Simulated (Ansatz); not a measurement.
The starting structures come from a database of crystals and need not be the phases stable at ambient conditions.

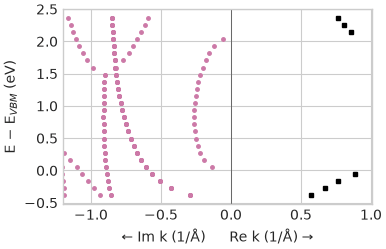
Fig. 1. Complex bands at the centre of the two-dimensional zone; PBEsol (Ansatz, a first-principles code)

The gap is the functional's own. No spin-orbit coupling. Mid-gap values are interpolated on the energy grid.

This is Na$_{2}$H$_{4}$Pt (I4/mmm, not sure to be the ambient phase, 7 atoms a cell, 12.8 Å³ an atom) along the normal of (001). Read off the slowest decay at the centre of the two-dimensional zone at 1.04 eV, the computed energy nearest the middle of the gap.

κ ≈ 0.26 1/Å, a decay length 1/(2κ) of the density of 1.9 Å.
